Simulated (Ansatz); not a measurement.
# AlPH5Cl: molecular dynamics (part 3 of 3)

AlPH5Cl; RKS PBE0-D4/def2-SVP (Ansatz 0.2.0). It belongs to a series of runs on one base structure; here: dynamics from the highest image of the converged band.

Geometry of the input (Å):
```
Al 0.0876  -0.3382  -0.0960
Cl -0.1582  0.1632  2.3568
H  1.4710  0.3406  -0.4711
H  -1.3217  0.0724  -0.6961
P  0.2272  -2.5460  0.8048
H  -0.7396  -3.3656  0.1679
H  1.4194  -3.1587  0.3411
H  -0.0168  -1.2287  2.2645
```

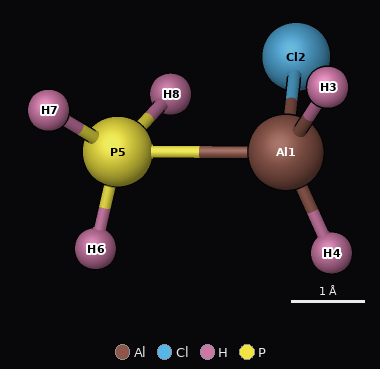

The geometry at step 73 of the log (ball-and-stick view, seen at a tilt; atoms are numbered from 1 in the order of the input).

The program's output, continued
```
md step   197: t =    98.50 fs  T =  1285.5 K  F+E_penalty+E_count = -28470.91983649 eV  E_kin = 0.996994 eV  conserved = -28469.92284217 eV  (25 SCF iters, 3 dispersion substeps)
md step   198: t =    99.00 fs  T =  1290.3 K  F+E_penalty+E_count = -28470.92365912 eV  E_kin = 1.000676 eV  conserved = -28469.92298309 eV  (25 SCF iters, 3 dispersion substeps)
md step   199: t =    99.50 fs  T =  1291.6 K  F+E_penalty+E_count = -28470.92485659 eV  E_kin = 1.001717 eV  conserved = -28469.92313959 eV  (25 SCF iters, 3 dispersion substeps)
these checks for a lower state are left out or cut short: starts, cluster_reference, orbital_swaps, neighbouring_geometries, increment
790 factors; integrals over basis functions are off by at most 8.2e-4 eV
mean field evaluation 1536: about -28470.7898 eV, gradient 1.9e-5 eV
mean field -28470.78980554 eV, -1046.2822271591 hartree, gradient 1.9e-5 eV, S^2 0.000000; 0 other end points of the search recorded, 0 dependent functions left out
the calculation of the forces begins
reference -28470.78983507 eV, -1046.2822282444 hartree; 25, 25 occupied and 54, 54 virtual orbitals, 790 factors
790 factors; integrals over basis functions are off by at most 8.2e-4 eV
mean field -28470.78980554 eV, -1046.2822271591 hartree, gradient 1.9e-5 eV, S^2 0.000000; 1 other end points of the search recorded, 0 dependent functions left out
the calculation of the forces begins
reference -28470.78983507 eV, -1046.2822282444 hartree; 25, 25 occupied and 54, 54 virtual orbitals, 790 factors
md step   200: t =   100.00 fs  T =  1286.6 K  F+E_penalty+E_count = -28470.92110025 eV  E_kin = 0.997838 eV  conserved = -28469.92326257 eV  (22 SCF iters, 3 dispersion substeps)
```

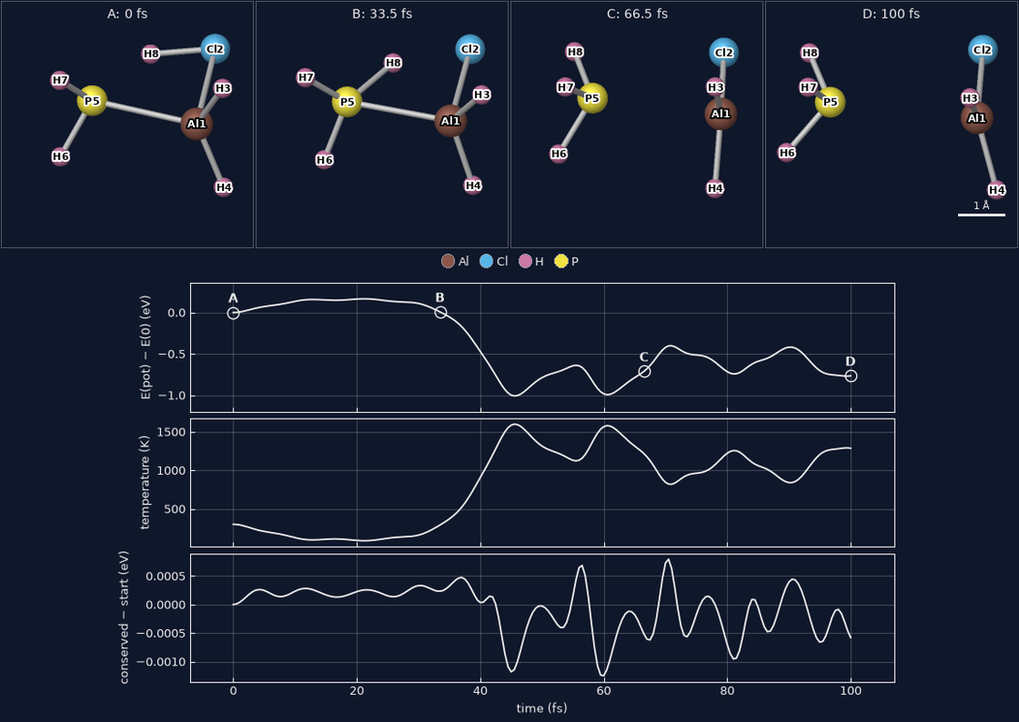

Frames of the molecular dynamics (ball-and-stick, seen at a tilt) above the curves, on which the letters mark them. The trajectory kept here has 201 frames over 100 fs. The temperature starts at 300 K, ranges from 87 to 1599 K and averages 1146 K over the second half. The potential energy ends 0.766 eV below its first value. The conserved quantity stays within 0.002 eV. After an unweighted best fit of the last frame on the first, the root-mean-square displacement is 0.76 Å, and H8 has moved furthest (1.60 Å).

```
Total energy: -28470.92112978 eV, -1046.2870532359 hartree
Atom 0 at     0.055048     0.072166     0.025952 Å, force    -0.985965    -0.279151     1.213188 eV/Å
Atom 1 at    -0.183311     0.369758     2.269602 Å, force     0.296406    -0.105108    -1.690003 eV/Å
Atom 2 at     1.446559    -0.025282    -0.705542 Å, force     0.228932     0.029401     0.219203 eV/Å
Atom 3 at    -1.281956     0.302892    -0.898537 Å, force     0.490556    -0.147656     0.542631 eV/Å
Atom 4 at     0.257428    -3.032669     0.821412 Å, force    -0.020116     0.972640    -1.821660 eV/Å
Atom 5 at    -0.439727    -4.095537     0.149454 Å, force    -0.174177     0.034664     0.870095 eV/Å
Atom 6 at     1.459059    -3.465082     0.178149 Å, force     0.166685     0.144794     0.574717 eV/Å
Atom 7 at     0.456179    -3.353014     2.175134 Å, force    -0.002320    -0.649584     0.091829 eV/Å
Dipole moment:     0.167497    -0.731106    -0.195873 e Å
```

Trajectory as extended XYZ (Å, eV, eV/Å), 12 of the 201 frames kept, from step=0 to step=200
```
8
Properties=species:S:1:pos:R:3:forces:R:3 step=0 time_fs=0.0 energy=-28470.15535 temperature=300.0
Al    0.0876   -0.3382   -0.0960    0.0000  -0.0001  -0.0003
Cl   -0.1582    0.1632    2.3568    0.0000   0.0004   0.0002
H     1.4710    0.3406   -0.4711    0.0000   0.0000   0.0000
H    -1.3217    0.0724   -0.6961    0.0001   0.0000   0.0000
P     0.2272   -2.5460    0.8048   -0.0001   0.0000   0.0000
H    -0.7396   -3.3656    0.1679    0.0000  -0.0001   0.0000
H     1.4194   -3.1587    0.3411    0.0000   0.0000  -0.0001
H    -0.0168   -1.2287    2.2645    0.0000  -0.0003   0.0002
8
Properties=species:S:1:pos:R:3:forces:R:3 step=18 time_fs=9.0 energy=-28470.03600 temperature=146.3
Al    0.1045   -0.3596   -0.0646   -0.5431   0.0502  -0.2561
Cl   -0.1639    0.1681    2.3480    0.1038   0.0919   0.2319
H     1.4551    0.2701   -0.6021   -0.0639   0.1470   0.0612
H    -1.4293   -0.1415   -0.4916    0.3125   0.2183  -0.1136
P     0.2262   -2.5248    0.7768    0.2069   0.0002   0.8537
H    -0.8152   -3.3130    0.2635   -0.0399  -0.2690  -0.2847
H     1.4176   -3.1814    0.4062   -0.0127  -0.2499  -0.1612
H    -0.0342   -1.2277    2.3597    0.0364   0.0112  -0.3312
8
Properties=species:S:1:pos:R:3:forces:R:3 step=36 time_fs=18.0 energy=-28470.00391 temperature=104.9
Al    0.1100   -0.3785   -0.0397   -0.0845   0.7004  -0.5638
Cl   -0.1674    0.1751    2.3434    0.2043   0.0141   0.1022
H     1.3962    0.2997   -0.6909   -0.0945   0.0432   0.1857
H    -1.4046   -0.1854   -0.4009   -0.2107   0.2265  -0.2767
P     0.2285   -2.5104    0.7655    0.0686  -1.3894   0.4469
H    -0.8141   -3.3343    0.2331    0.1576   0.3129   0.0905
H     1.3467   -3.3133    0.3939   -0.0562   0.2224   0.0995
H    -0.0269   -1.2416    2.2422    0.0154  -0.1301  -0.0844
8
Properties=species:S:1:pos:R:3:forces:R:3 step=55 time_fs=27.5 energy=-28470.02781 temperature=135.8
Al    0.1066   -0.3764   -0.0297   -0.9517   1.3460  -0.4031
Cl   -0.1662    0.1816    2.3402    0.2436  -0.4801  -0.3833
H     1.3215    0.3821   -0.6617    0.3323   0.0280   0.0094
H    -1.4217   -0.0811   -0.4953    0.4102  -0.1979  -0.0004
P     0.2342   -2.5232    0.7686   -0.1282  -0.7114   0.1859
H    -0.8397   -3.2518    0.1970   -0.0292   0.0465   0.1988
H     1.3222   -3.3620    0.4295    0.1214   0.1264   0.1646
H    -0.0069   -1.3529    2.0593    0.0016  -0.1575   0.2280
8
Properties=species:S:1:pos:R:3:forces:R:3 step=73 time_fs=36.5 energy=-28470.29111 temperature=475.6
Al    0.0869   -0.3355   -0.0304    0.5087   1.5292   0.6762
Cl   -0.1600    0.1785    2.3288    0.1011  -0.1473  -0.8391
H     1.3977    0.4255   -0.5764   -0.1453  -0.3728   0.0840
H    -1.3190   -0.0834   -0.6492   -0.4168  -0.1628  -0.2585
P     0.2375   -2.5508    0.7781   -0.0023   0.9025   0.0927
H    -0.9066   -3.1846    0.2907   -0.1495  -0.5949   0.1334
H     1.3832   -3.3361    0.5807   -0.0108  -0.3121   0.1460
H     0.0242   -1.6256    2.0084    0.1149  -0.8417  -0.0347
8
Properties=species:S:1:pos:R:3:forces:R:3 step=91 time_fs=45.5 energy=-28471.16400 temperature=1599.1
Al    0.0690   -0.2527   -0.0127   -0.7342   0.7863   1.3086
Cl   -0.1515    0.1718    2.2980   -0.0477   0.1247  -1.5012
H     1.4700    0.2666   -0.4815    0.2150  -0.0507  -0.2247
H    -1.3082   -0.2349   -0.9042    0.5476  -0.0740   0.4011
P     0.2391   -2.5693    0.7800   -0.2683  -0.6284   1.1119
H    -0.9000   -3.4194    0.5542    0.5505   0.0310  -0.0709
H     1.3556   -3.4606    0.8398   -0.2847  -0.0122  -0.3903
H     0.0906   -2.3677    2.2001    0.0217  -0.1768  -0.6346
8
Properties=species:S:1:pos:R:3:forces:R:3 step=109 time_fs=54.5 energy=-28470.81313 temperature=1148.0
Al    0.0435   -0.1463    0.0413    1.1806  -0.2383   1.0502
Cl   -0.1440    0.1682    2.2363   -0.2047   0.3816  -0.9498
H     1.5692    0.0214   -0.4888   -0.4640   0.1400   0.1455
H    -1.0996   -0.4205   -0.9709   -0.5886   0.2098  -0.1022
P     0.2368   -2.6081    0.8043    0.0657  -2.2055   0.4376
H    -0.6768   -3.7004    0.7028   -0.4733   0.3105  -0.9826
H     1.2497   -3.6125    0.8173    0.5693   0.3664  -0.8794
H     0.1573   -3.0371    2.1243   -0.0849   1.0354   1.2806
8
Properties=species:S:1:pos:R:3:forces:R:3 step=127 time_fs=63.5 energy=-28471.02210 temperature=1417.4
Al    0.0377   -0.0494    0.1180   -0.1497  -1.7577  -1.4356
Cl   -0.1412    0.1737    2.1572   -0.4044   0.9515   1.4669
H     1.4877   -0.0940   -0.4514    0.4605   0.4256  -0.1303
H    -1.1267   -0.4224   -0.9584    0.0360   0.5537   0.4974
P     0.2354   -2.7002    0.8500    0.2334  -0.9989   0.1132
H    -0.6561   -3.6917    0.3019   -0.0436   0.3028   0.4679
H     1.3693   -3.4367    0.3030   -0.2836   0.3743   0.7259
H     0.2233   -3.0626    2.3170    0.1513   0.1487  -1.7054
8
Properties=species:S:1:pos:R:3:forces:R:3 step=145 time_fs=72.5 energy=-28470.61278 temperature=889.3
Al    0.0398    0.0020    0.1562    1.0087  -1.4206  -2.7748
Cl   -0.1469    0.1995    2.1106   -0.4060   1.1532   3.6737
H     1.5455    0.0836   -0.4476   -0.4264   0.1105   0.0499
H    -1.2533   -0.0685   -0.7185   -0.2577   0.1305  -0.2775
P     0.2374   -2.8078    0.8759   -0.2141   2.4209  -2.1901
H    -0.7173   -3.5263    0.1301    0.0471  -0.7843   0.5674
H     1.4252   -3.0486    0.1588    0.2098  -0.6965   0.3865
H     0.3808   -3.1201    2.2090    0.0385  -0.9136   0.5649
8
Properties=species:S:1:pos:R:3:forces:R:3 step=164 time_fs=82.0 energy=-28470.88215 temperature=1236.1
Al    0.0567    0.0158    0.1183   -1.1357   0.3068  -0.7433
Cl   -0.1616    0.2521    2.1400    0.0234   0.4167   1.8414
H     1.4560    0.3490   -0.4782    0.3887  -0.3202  -0.3211
H    -1.3897    0.3935   -0.5570    0.6369  -0.5405  -0.1663
P     0.2380   -2.8723    0.8650   -0.2192   0.2555  -0.7844
H    -0.6642   -3.8757    0.3510    0.6591   0.1855  -0.3287
H     1.5269   -3.1644    0.3218   -0.3452  -0.4385  -0.4072
H     0.5013   -3.6203    2.0083   -0.0081   0.1347   0.9094
8
Properties=species:S:1:pos:R:3:forces:R:3 step=182 time_fs=91.0 energy=-28470.58490 temperature=854.4
Al    0.0563    0.0339    0.0579    0.4925   0.8029   1.1974
Cl   -0.1755    0.3121    2.2098    0.2994  -0.1638  -0.5758
H     1.4759    0.3377   -0.6531   -0.2364  -0.5422   0.2509
H    -1.2549    0.4994   -0.6082   -0.5837  -0.3290  -0.5266
P     0.2401   -2.9310    0.8469    1.0098  -2.6750   0.5515
H    -0.2985   -4.1609    0.3444   -0.8912   0.4764  -0.3734
H     1.4068   -3.5464    0.2610    0.2322   0.8051  -0.0075
H     0.5335   -3.8387    2.0183   -0.3225   1.6257  -0.5164
8
Properties=species:S:1:pos:R:3:forces:R:3 step=200 time_fs=100.0 energy=-28470.92110 temperature=1286.6
Al    0.0550    0.0722    0.0260   -0.9860  -0.2792   1.2132
Cl   -0.1833    0.3698    2.2696    0.2964  -0.1051  -1.6900
H     1.4466   -0.0253   -0.7055    0.2289   0.0294   0.2192
H    -1.2820    0.3029   -0.8985    0.4906  -0.1477   0.5426
P     0.2574   -3.0327    0.8214   -0.0201   0.9726  -1.8217
H    -0.4397   -4.0955    0.1495   -0.1742   0.0347   0.8701
H     1.4591   -3.4651    0.1781    0.1667   0.1448   0.5747
H     0.4562   -3.3530    2.1751   -0.0023  -0.6496   0.0918
```

Results in brief

```csv
quantity,value
outcome,finished
mean temperature over the second half,1146 K
trajectory,"200 steps, 100 fs"
ensemble,nve
temperature in the input,300.0 K
time step,0.5 fs
potential energy (last step),−28470.9211 eV
mean-field energy (last step),−28470.7898 eV
largest force (length of the vector) (last step),2.065 eV/Å
hardware,"1 thread of Arm Neoverse V2, 24 GiB of memory available, shared host"
wall time,8.5 min
peak memory,0.15 GiB
```

So short a trajectory is not equilibrated.
